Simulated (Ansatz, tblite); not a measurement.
# (H2B-mu-SH)2 (B₂H₆S₂): charged states by level of theory

Aim: the energy of removing and adding an electron for (H2B-mu-SH)2 (B₂H₆S₂), by energy differences, and how well orbital energies stand in for it.

The runs use Ansatz 0.2.0, Gaussian basis; as each input shows.

The runs, in order: charge +1 doublet, at the geometry of the singlet (PBE0-D4/def2-TZVP, PBE-D4/def2-TZVP, r2SCAN-D4/def2-TZVP); charge -1 doublet, at the geometry of the singlet (PBE0-D4/def2-TZVPD, PBE-D4/def2-TZVPD, r2SCAN-D4/def2-TZVPD); the starting singlet's energies come from earlier runs.

**1. The structure**

The geometry is that of the singlet, from an earlier relaxation (PBE-D4/def2-SVP).

10 atoms, charge 0, spin multiplicity 1.

Atoms are counted from 1 here; the program's logs count them from 0.

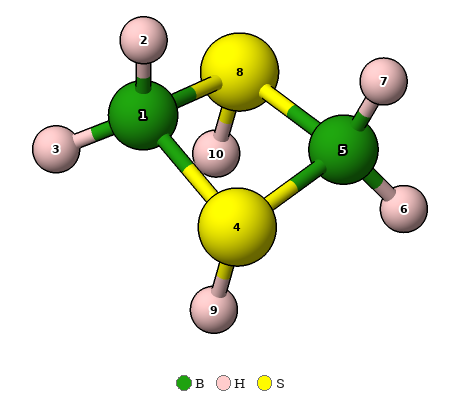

The geometry (boron green, hydrogen pink, sulfur yellow); atoms are numbered from 1 in the order of the file.

**2. Charge +1 doublet at the fixed geometry, first pass, PBE0-D4/def2-SVP**

File in.yaml:

```yaml
crystal:
  periodic: [false, false, false]
  atoms:
    - {symbol: B, position_ang: [1.244154, 0.088281, 0.391522]}
    - {symbol: H, position_ang: [1.403382, 0.329217, 1.574003]}
    - {symbol: H, position_ang: [2.235642, -0.044665, -0.299020]}
    - {symbol: S, position_ang: [-0.011950, 1.463114, -0.276628]}
    - {symbol: B, position_ang: [-1.290947, 0.032051, 0.203533]}
    - {symbol: H, position_ang: [-2.162965, -0.142237, -0.625191]}
    - {symbol: H, position_ang: [-1.633223, 0.261867, 1.348828]}
    - {symbol: S, position_ang: [0.008906, -1.455307, 0.315205]}
    - {symbol: H, position_ang: [0.092995, 1.204343, -1.614329]}
    - {symbol: H, position_ang: [0.114006, -1.736665, -1.017913]}
basis:
  gaussian: {orbitals: def2-SVP}
total_charge: 1
magnetization: {spin_polarized: true, initial_magnetization: 1}
hamiltonian: {xc: pbe0, dispersion: d4}
output: {orbitals: {seedname: orbitals}}
```

Run with:

```bash
$ ansatz run in.yaml --threads 4 --pin off --events-out ev --progress --plain --max-ram 3916MiB
```

Output:

```text
Functional definition: PBE0
  name "PBE0"
  cite "Adamo & Barone, J. Chem. Phys. 110, 6158 (1999) doi:10.1063/1.478522"
  cite "Perdew, Burke & Ernzerhof, Phys. Rev. Lett. 77, 3865 (1996) doi:10.1103/PhysRevLett.77.3865"
  parent pbe
  parameter a = 0.25
  parameter kappa = 0.804
  parameter beta = 0.06672455060314922
  exchange = (1 - a)*pbe_x(kappa = kappa, mu = beta*pi^2/3) + a*exact_x
  correlation = pbe_c(beta = beta)
918 factors; integrals over basis functions are off by at most 1.2e-3 eV
mean field evaluation 1: about -23089.1324 eV, gradient 2.7e1 eV
mean field evaluation 2: about -23082.8612 eV, gradient 3.9e1 eV
mean field evaluation 4: about -23094.1915 eV, gradient 2.1e0 eV
mean field evaluation 8: about -23094.3871 eV, gradient 1.5e-1 eV
mean field evaluation 16: about -23094.3874 eV, gradient 3.5e-4 eV
mean field evaluation 32: about -23094.5944 eV, gradient 5.4e-3 eV
mean field evaluation 64: about -23094.3874 eV, gradient 2.6e-3 eV
mean field -23094.59437146 eV, -848.7106890728 hartree, gradient 3.2e-6 eV, S^2 0.755593; 7 other end points of the search recorded, 0 dependent functions left out
reference -23094.59439725 eV, -848.7106900207 hartree; 24, 23 occupied and 70, 71 virtual orbitals, 918 factors
Total energy: -23094.78675405 eV, -848.7177590028 hartree
```

Wall time 5.5 s (4 threads of Arm Neoverse V2, shared host).

HOMO -14.25 eV, LUMO -12.34 eV (over both spins); ⟨S²⟩ 0.756 (pure: 0.75).

**3. Charge +1 doublet at the fixed geometry, PBE0-D4/def2-TZVP**

start.molden holds the orbitals of an earlier run on this state, given as this run's starting guess.

in.yaml: that of step 2 with these lines changed.

```diff
@@ -14,3 +14,3 @@
 basis:
-  gaussian: {orbitals: def2-SVP}
+  gaussian: {orbitals: def2-TZVP, initial_orbitals: start.molden}
 total_charge: 1
@@ -18,2 +18,3 @@
 hamiltonian: {xc: pbe0, dispersion: d4}
+scf: {omitted_lower_state_checks: [starts]}
 output: {orbitals: {seedname: orbitals}}
```

Same command.

Output:

```text
Functional definition: PBE0
  name "PBE0"
  cite "Adamo & Barone, J. Chem. Phys. 110, 6158 (1999) doi:10.1063/1.478522"
  cite "Perdew, Burke & Ernzerhof, Phys. Rev. Lett. 77, 3865 (1996) doi:10.1103/PhysRevLett.77.3865"
  parent pbe
  parameter a = 0.25
  parameter kappa = 0.804
  parameter beta = 0.06672455060314922
  exchange = (1 - a)*pbe_x(kappa = kappa, mu = beta*pi^2/3) + a*exact_x
  correlation = pbe_c(beta = beta)
these checks for a lower state are left out or cut short: starts
1144 factors; their error is unknown
mean field evaluation 1: about -23101.2316 eV, gradient 8.9e1 eV
mean field evaluation 2: about -23103.5458 eV, gradient 2.8e0 eV
mean field evaluation 4: about -23103.6234 eV, gradient 1.3e-1 eV
mean field evaluation 8: about -23103.6234 eV, gradient 1.1e-5 eV
mean field -23103.62344635 eV, -849.0425014549 hartree, gradient 7.5e-6 eV, S^2 0.756351; 0 other end points of the search recorded, 0 dependent functions left out
reference -23103.62348199 eV, -849.0425027645 hartree; 24, 23 occupied and 148, 149 virtual orbitals, 1144 factors
Total energy: -23103.81583879 eV, -849.0495717466 hartree
Checks for a lower state left out: starts
```

Wall time 7.5 s (4 threads of Arm Neoverse V2, shared host); peak memory 0.7 GiB.

Report: HOMO -14.14 eV, LUMO -12.19 eV (over both spins); ⟨S²⟩ 0.756 (pure: 0.75).

**4. Charge +1 doublet at the fixed geometry, PBE-D4/def2-TZVP**

in.yaml: that of step 3 with these lines changed.

```diff
@@ -17,3 +17,3 @@
 magnetization: {spin_polarized: true, initial_magnetization: 1}
-hamiltonian: {xc: pbe0, dispersion: d4}
+hamiltonian: {xc: pbe, dispersion: d4}
 scf: {omitted_lower_state_checks: [starts]}
```

Launched as before.

Output:

```text
Functional definition: PBE
  name "PBE"
  cite "Perdew, Burke & Ernzerhof, Phys. Rev. Lett. 77, 3865 (1996) doi:10.1103/PhysRevLett.77.3865"
  parent pbe
  parameter kappa = 0.804
  parameter beta = 0.06672455060314922
  exchange = pbe_x(kappa = kappa, mu = beta*pi^2/3)
  correlation = pbe_c(beta = beta)
these checks for a lower state are left out or cut short: starts
1124 factors; their error is unknown
mean field evaluation 1: about -23101.5662 eV, gradient 8.1e0 eV
mean field evaluation 2: about -23101.6615 eV, gradient 1.4e-1 eV
mean field evaluation 4: about -23101.6450 eV, gradient 6.0e-4 eV
mean field evaluation 8: about -23101.6450 eV, gradient 1.5e-5 eV
mean field evaluation 16: about -23101.6450 eV, gradient 5.5e-6 eV
mean field -23101.64497293 eV, -848.9697938979 hartree, gradient 5.5e-6 eV, S^2 0.752410; 0 other end points of the search recorded, 0 dependent functions left out
reference -23101.64502017 eV, -848.9697956339 hartree; 24, 23 occupied and 148, 149 virtual orbitals, 1124 factors
Total energy: -23101.87482161 eV, -848.9782406811 hartree
Checks for a lower state left out: starts
```

Run time: 5.5 s. Hardware: 4 threads of Arm Neoverse V2, shared host.

From the report: HOMO -12.91 eV, LUMO -12.76 eV (over both spins); ⟨S²⟩ 0.752 (pure: 0.75).

**5. Charge +1 doublet at the fixed geometry, r2SCAN-D4/def2-TZVP**

in.yaml: that of step 4 with these lines changed.

```diff
@@ -17,3 +17,3 @@
 magnetization: {spin_polarized: true, initial_magnetization: 1}
-hamiltonian: {xc: pbe, dispersion: d4}
+hamiltonian: {xc: r2scan, dispersion: d4}
 scf: {omitted_lower_state_checks: [starts]}
```

Same command.

Output:

```text
Functional definition: r2SCAN
  name "r2SCAN"
  cite "Furness, Kaplan, Ning, Perdew & Sun, J. Phys. Chem. Lett. 11, 8208 (2020) doi:10.1021/acs.jpclett.0c02405"
  cite "Furness, Kaplan, Ning, Perdew & Sun, J. Phys. Chem. Lett. 11, 9248 (2020) doi:10.1021/acs.jpclett.0c03077"
  parent r2scan
  parameter k0 = 0.174
  parameter k1 = 0.065
  parameter a1 = 4.9479
  exchange = r2scan_x(k0 = k0, k1 = k1, a1 = a1)
  correlation = r2scan_c
these checks for a lower state are left out or cut short: starts
1124 factors; their error is unknown
mean field evaluation 1: about -23110.8630 eV, gradient 5.7e0 eV
mean field evaluation 2: about -23110.9025 eV, gradient 6.5e-2 eV
mean field evaluation 4: about -23110.8841 eV, gradient 2.5e-4 eV
mean field evaluation 8: about -23110.8841 eV, gradient 1.3e-5 eV
mean field -23110.88413822 eV, -849.3093269598 hartree, gradient 5.1e-6 eV, S^2 0.757138; 0 other end points of the search recorded, 0 dependent functions left out
reference -23110.88415398 eV, -849.3093275390 hartree; 24, 23 occupied and 148, 149 virtual orbitals, 1124 factors
Total energy: -23110.93571278 eV, -849.3112222899 hartree
Checks for a lower state left out: starts
```

It took 13 s on 4 threads of Arm Neoverse V2, shared host.

From the report: HOMO -13.17 eV, LUMO -12.78 eV (over both spins); ⟨S²⟩ 0.757 (pure: 0.75).

**6. Vertical ionisation energy**

Charged state less starting state, singlet to doublet; the starting state's energies are those of its earlier runs.

```tsv
level	vertical ionisation energy (eV)	time
PBE-D4/def2-TZVP	+9.91	6.8 s
r2SCAN-D4/def2-TZVP	+10.03	15 s
PBE0-D4/def2-TZVP	+10.22	9.9 s
```

Times add the two runs; a level without a time comes out of a correlated run.

Beside −ε(HOMO) of the starting state:

```tsv
level	−ε(HOMO) (eV)	by difference (eV)	mismatch (eV)
PBE-D4/def2-TZVP	7.00	9.91	-2.90
r2SCAN-D4/def2-TZVP	7.27	10.03	-2.76
PBE0-D4/def2-TZVP	8.20	10.22	-2.02
```

**7. Charge -1 doublet at the fixed geometry, first pass, PBE0-D4/def2-SVP**

in.yaml: that of step 5 with these lines changed.

```diff
@@ -14,7 +14,6 @@
 basis:
-  gaussian: {orbitals: def2-TZVP, initial_orbitals: start.molden}
-total_charge: 1
+  gaussian: {orbitals: def2-SVP}
+total_charge: -1
 magnetization: {spin_polarized: true, initial_magnetization: 1}
-hamiltonian: {xc: r2scan, dispersion: d4}
-scf: {omitted_lower_state_checks: [starts]}
+hamiltonian: {xc: pbe0, dispersion: d4}
 output: {orbitals: {seedname: orbitals}}
```

Same command.

Output, cut to the lines that bear on the results:

```text
Functional definition: PBE0
  name "PBE0"
  cite "Adamo & Barone, J. Chem. Phys. 110, 6158 (1999) doi:10.1063/1.478522"
  cite "Perdew, Burke & Ernzerhof, Phys. Rev. Lett. 77, 3865 (1996) doi:10.1103/PhysRevLett.77.3865"
  parent pbe
[...]
918 factors; integrals over basis functions are off by at most 1.2e-3 eV
[...]
mean field -23103.17419961 eV, -849.0259919419 hartree, gradient 1.1e-5 eV, S^2 0.751565; 4 other end points of the search recorded, 0 dependent functions left out
reference -23103.17422759 eV, -849.0259929700 hartree; 25, 24 occupied and 69, 70 virtual orbitals, 918 factors
Total energy: -23103.42924397 eV, -849.0353646490 hartree
```

It took 2.6 s on 4 threads of Arm Neoverse V2, shared host.

HOMO 3.45 eV, LUMO 5.43 eV (over both spins); ⟨S²⟩ 0.752 (pure: 0.75). Doubts: highest occupied level lies above zero.

**8. Charge -1 doublet at the fixed geometry, PBE0-D4/def2-TZVPD**

in.yaml: that of step 7 with these lines changed.

```diff
@@ -14,3 +14,3 @@
 basis:
-  gaussian: {orbitals: def2-SVP}
+  gaussian: {orbitals: def2-TZVPD, initial_orbitals: start.molden}
 total_charge: -1
@@ -18,2 +18,3 @@
 hamiltonian: {xc: pbe0, dispersion: d4}
+scf: {omitted_lower_state_checks: [starts]}
 output: {orbitals: {seedname: orbitals}}
```

Same command.

Output:

```text
Functional definition: PBE0
  name "PBE0"
  cite "Adamo & Barone, J. Chem. Phys. 110, 6158 (1999) doi:10.1063/1.478522"
  cite "Perdew, Burke & Ernzerhof, Phys. Rev. Lett. 77, 3865 (1996) doi:10.1103/PhysRevLett.77.3865"
  parent pbe
  parameter a = 0.25
  parameter kappa = 0.804
  parameter beta = 0.06672455060314922
  exchange = (1 - a)*pbe_x(kappa = kappa, mu = beta*pi^2/3) + a*exact_x
  correlation = pbe_c(beta = beta)
these checks for a lower state are left out or cut short: starts
1266 factors; their error is unknown
mean field evaluation 1: about -23109.5638 eV, gradient 9.0e1 eV
mean field evaluation 2: about -23112.4461 eV, gradient 4.4e0 eV
mean field evaluation 4: about -23113.3823 eV, gradient 4.7e-1 eV
mean field evaluation 8: about -23113.4334 eV, gradient 3.9e-3 eV
mean field -23113.43340707 eV, -849.4030108620 hartree, gradient 8.8e-6 eV, S^2 0.750262; 0 other end points of the search recorded, 0 dependent functions left out
reference -23113.43344407 eV, -849.4030122215 hartree; 25, 24 occupied and 195, 196 virtual orbitals, 1266 factors
Total energy: -23113.68846044 eV, -849.4123839005 hartree
Checks for a lower state left out: starts
```

Run time: 12 s. Hardware: 4 threads of Arm Neoverse V2, shared host; peak memory 0.81 GiB.

HOMO 1.44 eV, LUMO 2.51 eV (over both spins); ⟨S²⟩ 0.750 (pure: 0.75). Doubts: highest occupied level lies above zero.

**9. Charge -1 doublet at the fixed geometry, PBE-D4/def2-TZVPD**

in.yaml: that of step 8 with these lines changed.

```diff
@@ -17,3 +17,3 @@
 magnetization: {spin_polarized: true, initial_magnetization: 1}
-hamiltonian: {xc: pbe0, dispersion: d4}
+hamiltonian: {xc: pbe, dispersion: d4}
 scf: {omitted_lower_state_checks: [starts]}
```

Same command.

Output:

```text
Functional definition: PBE
  name "PBE"
  cite "Perdew, Burke & Ernzerhof, Phys. Rev. Lett. 77, 3865 (1996) doi:10.1103/PhysRevLett.77.3865"
  parent pbe
  parameter kappa = 0.804
  parameter beta = 0.06672455060314922
  exchange = pbe_x(kappa = kappa, mu = beta*pi^2/3)
  correlation = pbe_c(beta = beta)
these checks for a lower state are left out or cut short: starts
1222 factors; their error is unknown
mean field evaluation 1: about -23111.1854 eV, gradient 8.1e0 eV
mean field evaluation 2: about -23111.2835 eV, gradient 1.6e-1 eV
mean field evaluation 4: about -23111.2638 eV, gradient 5.4e-3 eV
mean field evaluation 8: about -23111.2637 eV, gradient 1.2e-5 eV
mean field -23111.26371598 eV, -849.3232761852 hartree, gradient 1.3e-5 eV, S^2 0.750294; 0 other end points of the search recorded, 0 dependent functions left out
reference -23111.26376286 eV, -849.3232779078 hartree; 25, 24 occupied and 195, 196 virtual orbitals, 1222 factors
Total energy: -23111.56820397 eV, -849.3344659122 hartree
Checks for a lower state left out: starts
```

Wall time 5.5 s (4 threads of Arm Neoverse V2, shared host).

HOMO 1.77 eV, LUMO 2.15 eV (over both spins); ⟨S²⟩ 0.750 (pure: 0.75). Doubts: highest occupied level lies above zero.

**10. Charge -1 doublet at the fixed geometry, r2SCAN-D4/def2-TZVPD**

in.yaml: that of step 9 with these lines changed.

```diff
@@ -17,3 +17,3 @@
 magnetization: {spin_polarized: true, initial_magnetization: 1}
-hamiltonian: {xc: pbe, dispersion: d4}
+hamiltonian: {xc: r2scan, dispersion: d4}
 scf: {omitted_lower_state_checks: [starts]}
```

Same command.

Output, cut to the lines that bear on the results:

```text
Functional definition: r2SCAN
  name "r2SCAN"
  cite "Furness, Kaplan, Ning, Perdew & Sun, J. Phys. Chem. Lett. 11, 8208 (2020) doi:10.1021/acs.jpclett.0c02405"
  cite "Furness, Kaplan, Ning, Perdew & Sun, J. Phys. Chem. Lett. 11, 9248 (2020) doi:10.1021/acs.jpclett.0c03077"
  parent r2scan
[...]
1222 factors; their error is unknown
[...]
mean field -23120.55676733 eV, -849.6647895232 hartree, gradient 2.8e-6 eV, S^2 0.750719; 0 other end points of the search recorded, 0 dependent functions left out
reference -23120.55680424 eV, -849.6647908794 hartree; 25, 24 occupied and 195, 196 virtual orbitals, 1222 factors
Total energy: -23120.62654902 eV, -849.6673539529 hartree
Checks for a lower state left out: starts
```

Wall time 11 s (4 threads of Arm Neoverse V2, shared host).

Report: HOMO 1.84 eV, LUMO 2.40 eV (over both spins); ⟨S²⟩ 0.751 (pure: 0.75). Doubts: highest occupied level lies above zero.

**11. Vertical electron affinity**

Starting state less charged state (positive: the electron is bound), singlet to doublet; the starting state's energies are those of its earlier runs.

```tsv
level	vertical electron affinity (eV)	time
PBE-D4/def2-TZVPD	-0.24	7.6 s
r2SCAN-D4/def2-TZVPD	-0.37	15 s
PBE0-D4/def2-TZVPD	-0.37	14 s
```

Times add the two runs; a level without a time comes out of a correlated run.

Beside −ε(LUMO) of the starting state:

```tsv
level	−ε(LUMO) (eV)	by difference (eV)	mismatch (eV)
PBE-D4/def2-TZVPD	1.42	-0.24	+1.66
r2SCAN-D4/def2-TZVPD	0.99	-0.37	+1.35
PBE0-D4/def2-TZVPD	0.65	-0.37	+1.02
```

**12. Summary of results**

```
                                             quantity                                 value
 vertical ionisation energy, functionals in def2-TZVP   9.91 (PBE-D4) to 10.22 eV (PBE0-D4)
vertical electron affinity, functionals in def2-TZVPD  -0.37 (PBE0-D4) to -0.24 eV (PBE-D4)
```

In words: The vertical ionisation energy spans 9.91 to 10.22 eV over the functionals. −ε(HOMO) misses the level's own difference by -2.02 eV at best (PBE0-D4) and -2.90 eV at worst (PBE-D4). The vertical electron affinity spans -0.37 to -0.24 eV over the functionals. A negative affinity means an unbound electron, held by the basis alone. −ε(LUMO) misses the level's own difference by +1.02 eV at best (PBE0-D4) and +1.66 eV at worst (PBE-D4).
